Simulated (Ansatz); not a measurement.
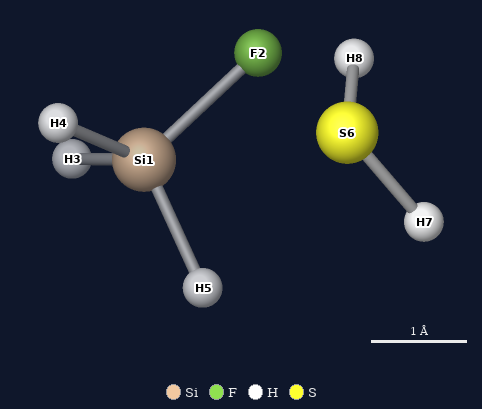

Figure 1. The input geometry (ball-and-stick view, seen at a tilt; atoms are numbered from 1 in the order of the input).

Run report: SiH5SF, nudged elastic band

The run: nudged elastic band of SiH5SF. Method and program: RKS PBE-D4/def2-SVP (Ansatz 0.2.0).

It belongs to a series of runs on one base structure; here: band between the two ends. Figures and captions count atoms from 1; the log counts them from 0 in places.

Input
```yaml
crystal:
  periodic: [false, false, false]
  atoms:
    - { symbol: Si, position_ang: [0.334893, 0.053065, -0.144344] }
    - { symbol: F, position_ang: [0.15624, -0.177698, 1.481115] }
    - { symbol: H, position_ang: [1.807815, -0.026477, -0.428166] }
    - { symbol: H, position_ang: [-0.189577, 1.406172, -0.513853] }
    - { symbol: H, position_ang: [-0.383153, -1.040613, -0.875911] }
    - { symbol: S, position_ang: [-3.126264, 0.123365, 0.992733] }
    - { symbol: H, position_ang: [-3.159004, -1.223113, 0.796147] }
    - { symbol: H, position_ang: [-2.028748, 0.012501, 1.79278] }
basis:
  gaussian: { orbitals: def2-SVP }
hamiltonian:
  xc: pbe
  dispersion: d4
neb:
  order_check: false
  images: 5
  f_tol: 0.05
  max_iterations: 60
  final_atoms:
    - { symbol: Si, position_ang: [-0.42552399, -0.06114906, -0.49576067] }
    - { symbol: F, position_ang: [-0.24614841, 0.59627674, 2.51812551] }
    - { symbol: H, position_ang: [0.56805642, -0.91410076, 0.22956131] }
    - { symbol: H, position_ang: [-0.07905305, 1.39279422, -0.45130404] }
    - { symbol: H, position_ang: [-0.54211492, -0.52016617, -1.92185825] }
    - { symbol: S, position_ang: [-2.38921044, -0.17980146, 0.47340576] }
    - { symbol: H, position_ang: [-2.38139975, -1.53811596, 0.58907871] }
    - { symbol: H, position_ang: [-1.09240386, 0.35146445, 2.15925266] }
  initial_path:
    images:
      - { positions_ang: [[0.334893, 0.053065, -0.144344], [0.15624, -0.177698, 1.481115], [1.807815, -0.026477, -0.428166], [-0.189577, 1.406172, -0.513853], [-0.383153, -1.040613, -0.875911], [-3.126264, 0.123365, 0.992733], [-3.159004, -1.223113, 0.796147], [-2.028748, 0.012501, 1.79278]] }
      - { positions_ang: [[0.22254109, 0.03864373, -0.09679699], [0.10550071, -0.12025167, 1.63348597], [1.66288795, -0.00933957, -0.44950614], [-0.36010634, 1.3372021, -0.50136745], [-0.48263774, -1.0882034, -0.74896687], [-2.86220908, 0.07708348, 0.92224257], [-3.13434635, -1.1114936, 0.52570035], [-1.73942824, 0.00356094, 1.81570956]] }
      - { positions_ang: [[0.11018918, 0.02422246, -0.04924999], [0.05476141, -0.06280533, 1.78585695], [1.5179609, 0.00779785, -0.47084627], [-0.53063568, 1.2682322, -0.4888819], [-0.58212247, -1.1357938, -0.62202275], [-2.59815416, 0.03080195, 0.85175215], [-3.10968869, -0.9998742, 0.2552537], [-1.45010849, -0.00537913, 1.83863911]] }
      - { positions_ang: [[-0.00216273, 0.00980119, -0.00170298], [0.00402212, -0.005359, 1.93822792], [1.37303385, 0.02493528, -0.49218641], [-0.70116501, 1.19926229, -0.47639634], [-0.68160721, -1.1833842, -0.49507862], [-2.33409925, -0.01547957, 0.78126172], [-3.08503104, -0.8882548, -0.01519296], [-1.16078873, -0.01431919, 1.86156867]] }
      - { positions_ang: [[-0.14328315, -0.01384889, -0.16638888], [-0.07936806, 0.19518625, 2.13152712], [1.10470804, -0.28807674, -0.25160383], [-0.49379436, 1.26377294, -0.46803224], [-0.63510978, -0.96231152, -0.97067183], [-2.35246964, -0.07025354, 0.67864307], [-2.85048728, -1.10487518, 0.18623093], [-1.13799378, 0.10760869, 1.96079667]] }
      - { positions_ang: [[-0.28440357, -0.03749898, -0.33107477], [-0.16275823, 0.39573149, 2.32482632], [0.83638223, -0.60108875, -0.01102126], [-0.2864237, 1.32828358, -0.45966814], [-0.58861235, -0.74123885, -1.44626504], [-2.37084004, -0.1250275, 0.57602441], [-2.61594351, -1.32149557, 0.38765482], [-1.11519882, 0.22953657, 2.06002466]] }
      - { positions_ang: [[-0.42552399, -0.06114906, -0.49576067], [-0.24614841, 0.59627674, 2.51812551], [0.56805642, -0.91410076, 0.22956131], [-0.07905305, 1.39279422, -0.45130404], [-0.54211492, -0.52016617, -1.92185825], [-2.38921044, -0.17980146, 0.47340576], [-2.38139975, -1.53811596, 0.58907871], [-1.09240386, 0.35146445, 2.15925266]] }
```

Machine: 1 thread of Intel Xeon @ 2.50GHz (Skylake/Cascade Lake), 32 GiB of memory available, shared host.

Command:
```bash
ansatz run input.yaml --threads 1 --pin off --max-ram 2048MiB --backend cpu --events-out ev --progress --plain --runs-dir out
```

The program's output
```
Engine: ansatz 0.2.0, x86_64-unknown-linux-gnu
Functional definition: PBE
  parameter kappa = 0.804
  parameter beta = 0.06672455060314922
  exchange = pbe_x(kappa = kappa, mu = beta*pi^2/3)
  correlation = pbe_c(beta = beta)
839 factors; their error is unknown
mean field evaluation 1: about -21490.9044 eV, gradient 3.0e1 eV
mean field evaluation 2: about -21487.5752 eV, gradient 5.8e1 eV
mean field evaluation 4: about -21492.6379 eV, gradient 1.7e0 eV
mean field evaluation 8: about -21492.6445 eV, gradient 1.1e-2 eV
mean field evaluation 16: about -21492.5842 eV, gradient 4.0e-5 eV
mean field -21492.58419127 eV, -789.8379008323 hartree, gradient 4.0e-5 eV, S^2 0.000000; 0 other end points of the search recorded, 0 dependent functions left out
the calculation of the forces begins
reference -21492.58422353 eV, -789.8379020178 hartree; 22, 22 occupied and 53, 53 virtual orbitals, 839 factors
839 factors; their error is unknown
mean field -21492.06167281 eV, -789.8186986331 hartree, gradient 4.9e-5 eV, S^2 0.000000; 0 other end points of the search recorded, 0 dependent functions left out
[... from here on the field's lines of each further geometry are left out, up to the last ...]
NEB iter   1: max|band force component| = 6.282e0 eV/Å  barrier→ = 3.4071 eV  barrier← = 2.9013 eV  Δτ_max = 0.1960 Å  (170 SCF iters)
NEB iter   2: max|band force component| = 2.361e0 eV/Å  barrier→ = 2.2087 eV  barrier← = 1.7028 eV  Δτ_max = 0.2000 Å  (144 SCF iters)
NEB iter   3: max|band force component| = 1.463e0 eV/Å  barrier→ = 1.6077 eV  barrier← = 1.1018 eV  Δτ_max = 0.2000 Å  (142 SCF iters)
NEB iter   4: max|band force component| = 1.154e0 eV/Å  barrier→ = 1.4557 eV  barrier← = 0.9499 eV  Δτ_max = 0.1941 Å  (139 SCF iters)
NEB iter   5: max|band force component| = 6.957e-1 eV/Å  barrier→ = 1.4650 eV  barrier← = 0.9591 eV  Δτ_max = 0.1946 Å  (137 SCF iters)
NEB iter   6: max|band force component| = 3.300e0 eV/Å  barrier→ = 1.4418 eV  barrier← = 0.9359 eV  Δτ_max = 0.0981 Å  (138 SCF iters)
NEB iter   7: max|band force component| = 1.322e0 eV/Å  barrier→ = 1.3959 eV  barrier← = 0.8900 eV  Δτ_max = 0.1705 Å  (131 SCF iters)
NEB iter   8: max|band force component| = 3.555e-1 eV/Å  barrier→ = 1.3679 eV  barrier← = 0.8620 eV  CI = image 3  Δτ_max = 0.1550 Å  (131 SCF iters)
NEB iter   9: max|band force component| = 2.930e-1 eV/Å  barrier→ = 1.3599 eV  barrier← = 0.8540 eV  CI = image 3  Δτ_max = 0.0897 Å  (138 SCF iters)
NEB iter  10: max|band force component| = 1.121e-1 eV/Å  barrier→ = 1.3586 eV  barrier← = 0.8527 eV  CI = image 3  Δτ_max = 0.0429 Å  (132 SCF iters)
NEB iter  11: max|band force component| = 1.439e-1 eV/Å  barrier→ = 1.3574 eV  barrier← = 0.8516 eV  CI = image 3  Δτ_max = 0.0175 Å  (134 SCF iters)
NEB iter  12: max|band force component| = 3.863e-2 eV/Å  barrier→ = 1.3570 eV  barrier← = 0.8511 eV  CI = image 3  Δτ_max = 0.0117 Å  (134 SCF iters)
the calculation of the forces begins
reference -21491.98925515 eV, -789.8160373331 hartree; 22, 22 occupied and 53, 53 virtual orbitals, 839 factors
839 factors; their error is unknown
mean field -21491.20467548 eV, -789.7872045623 hartree, gradient 1.0e-5 eV, S^2 0.000000; 1 other end points of the search recorded, 0 dependent functions left out
the calculation of the forces begins
reference -21491.20470550 eV, -789.7872056655 hartree; 22, 22 occupied and 53, 53 virtual orbitals, 839 factors
NEB iter  13: max|band force component| = 4.527e-2 eV/Å  barrier→ = 1.3566 eV  barrier← = 0.8508 eV  CI = image 3  Δτ_max = 0.0000 Å  (154 SCF iters)
```

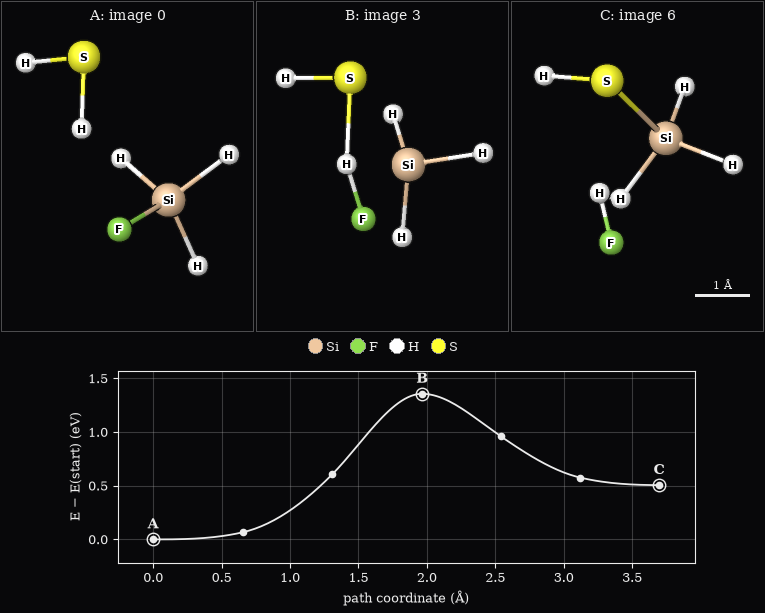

Figure 2. Images of the last band (counted from 0; ball-and-stick, seen at a tilt) above the energy along the path; the line is a cubic interpolation that uses the forces. The highest image is number 3, 1.357 eV above the start and 0.851 eV above the end (the climbing image); the end lies 0.506 eV above the start. The path is 3.70 Å long. The band converged in 13 iterations.

```
Total energy: -21491.34690977 eV, -789.7924315759 hartree
Atom 0 at    -0.240773     0.036198    -0.174269 Å, force    -0.002945    -0.014957    -0.008676 eV/Å
Atom 1 at    -0.142714     0.124053     1.810146 Å, force    -0.003430     0.016688     0.005296 eV/Å
Atom 2 at     1.175141    -0.454476     0.002284 Å, force    -0.001592    -0.003513    -0.000571 eV/Å
Atom 3 at    -0.258825     1.488712    -0.533625 Å, force    -0.001706    -0.006096     0.008032 eV/Å
Atom 4 at    -0.703526    -0.807937    -1.340750 Å, force     0.001414     0.010447    -0.000362 eV/Å
Atom 5 at    -2.535650    -0.006326     0.727908 Å, force     0.013956    -0.006698     0.014283 eV/Å
Atom 6 at    -2.599120    -1.366178     0.807679 Å, force    -0.002092     0.003141    -0.007279 eV/Å
Atom 7 at    -1.282332     0.113155     1.801129 Å, force    -0.003605     0.000988    -0.010722 eV/Å
Dipole moment:    -0.110612    -0.180248     0.032141 e Å
this run last wrote the band of iteration 13 to [file]; this run last wrote the band within `neb.f_tol` of iteration 12 to [file]
```

The last band as extended XYZ (Å, eV, eV/Å)
```
8
Properties=species:S:1:pos:R:3:forces:R:3 image=0 energy=-21492.70350
Si    0.3349    0.0531   -0.1443   -0.0042  -0.0066   0.0121
F     0.1562   -0.1777    1.4811    0.0023   0.0025  -0.0130
H     1.8078   -0.0265   -0.4282   -0.0007   0.0009  -0.0005
H    -0.1896    1.4062   -0.5139    0.0018   0.0027   0.0008
H    -0.3832   -1.0406   -0.8759    0.0023   0.0004  -0.0012
S    -3.1263    0.1234    0.9927    0.0073  -0.0037   0.0028
H    -3.1590   -1.2231    0.7961    0.0003   0.0026   0.0020
H    -2.0287    0.0125    1.7928   -0.0091   0.0012  -0.0031
8
Properties=species:S:1:pos:R:3:forces:R:3 image=1 energy=-21492.63712
Si    0.1909    0.0711   -0.1259    0.1120  -0.0031  -0.0038
F     0.0276   -0.1374    1.5112    0.0398  -0.0660  -0.0653
H     1.6406   -0.2222   -0.3507    0.1288   0.0769  -0.1225
H    -0.1591    1.4838   -0.4812    0.0362  -0.0075   0.0098
H    -0.6231   -0.9010   -0.9265    0.0288  -0.0364   0.1092
S    -2.9883    0.0220    0.9237   -0.1310  -0.0008   0.0658
H    -2.7513   -1.3110    0.7760   -0.0637   0.0184  -0.0021
H    -1.9250    0.1220    1.7740   -0.1508   0.0184   0.0089
8
Properties=species:S:1:pos:R:3:forces:R:3 image=2 energy=-21492.09792
Si   -0.0213    0.0735   -0.1115    0.4539   0.0488   0.1547
F    -0.0465    0.0065    1.6050    0.2302  -0.2085  -0.4700
H     1.4011   -0.3604   -0.1458    0.4364   0.1277  -0.3362
H    -0.2465    1.4962   -0.5168    0.0568   0.0036   0.0279
H    -0.6911   -0.8390   -1.1184   -0.0165  -0.0554   0.4367
S    -2.7186    0.0081    0.8435   -0.3585   0.0490   0.2812
H    -2.6168   -1.3514    0.8027   -0.0571   0.0553   0.0326
H    -1.6481    0.0938    1.7419   -0.7451  -0.0206  -0.1269
8
Properties=species:S:1:pos:R:3:forces:R:3 image=3 energy=-21491.34688
Si   -0.2408    0.0362   -0.1743   -0.0029  -0.0150  -0.0087
F    -0.1427    0.1241    1.8101   -0.0034   0.0167   0.0053
H     1.1751   -0.4545    0.0023   -0.0016  -0.0035  -0.0006
H    -0.2588    1.4887   -0.5336   -0.0017  -0.0061   0.0080
H    -0.7035   -0.8079   -1.3408    0.0014   0.0104  -0.0004
S    -2.5356   -0.0063    0.7279    0.0140  -0.0067   0.0143
H    -2.5991   -1.3662    0.8077   -0.0021   0.0031  -0.0073
H    -1.2823    0.1132    1.8011   -0.0036   0.0010  -0.0107
8
Properties=species:S:1:pos:R:3:forces:R:3 image=4 energy=-21491.74333
Si   -0.3487    0.0019   -0.3156   -0.1909  -0.0454  -0.2535
F    -0.1680    0.2054    2.1234    0.0124   0.1736   0.4592
H     0.9828   -0.5394    0.1404   -0.3133  -0.1102   0.1435
H    -0.2316    1.4743   -0.5612   -0.0082  -0.0162  -0.0658
H    -0.6566   -0.7756   -1.5556    0.0283   0.0667  -0.3237
S    -2.4424   -0.0241    0.5853    0.1608  -0.0957  -0.1512
H    -2.5864   -1.3735    0.7139    0.0586  -0.0355  -0.0721
H    -1.1369    0.1581    1.9698    0.2522   0.0627   0.2636
8
Properties=species:S:1:pos:R:3:forces:R:3 image=5 energy=-21492.12690
Si   -0.4096   -0.0178   -0.4516   -0.0733  -0.0201  -0.0850
F    -0.1750    0.3424    2.4279    0.0372   0.0902   0.1835
H     0.7334   -0.6594    0.2672   -0.1269  -0.0980   0.0714
H    -0.1857    1.4518   -0.6074    0.0134   0.0246  -0.0402
H    -0.5854   -0.6978   -1.7733    0.0189   0.0404  -0.1634
S    -2.3869   -0.0653    0.5240    0.0224  -0.0150  -0.0205
H    -2.5123   -1.4195    0.5990    0.0552  -0.0572  -0.0386
H    -1.0663    0.1929    2.1147    0.0532   0.0349   0.0928
8
Properties=species:S:1:pos:R:3:forces:R:3 image=6 energy=-21492.19764
Si   -0.4255   -0.0611   -0.4958   -0.0009   0.0008   0.0087
F    -0.2461    0.5963    2.5181   -0.0029   0.0002  -0.0122
H     0.5681   -0.9141    0.2296   -0.0021  -0.0033  -0.0060
H    -0.0791    1.3928   -0.4513    0.0036  -0.0014  -0.0046
H    -0.5421   -0.5202   -1.9219    0.0032   0.0006  -0.0024
S    -2.3892   -0.1798    0.4734   -0.0031   0.0143   0.0047
H    -2.3814   -1.5381    0.5891    0.0101  -0.0079   0.0010
H    -1.0924    0.3515    2.1593   -0.0080  -0.0034   0.0106
```

Key numbers

```json
{"quantity": "outcome", "value": "converged"}
{"quantity": "barrier, forward", "value": "1.357 eV"}
{"quantity": "barrier, backward", "value": "0.851 eV"}
{"quantity": "wall time", "value": "3.2 min"}
{"quantity": "peak memory", "value": "0.17 GiB"}
```

Remarks

The order of the saddle point was not checked.
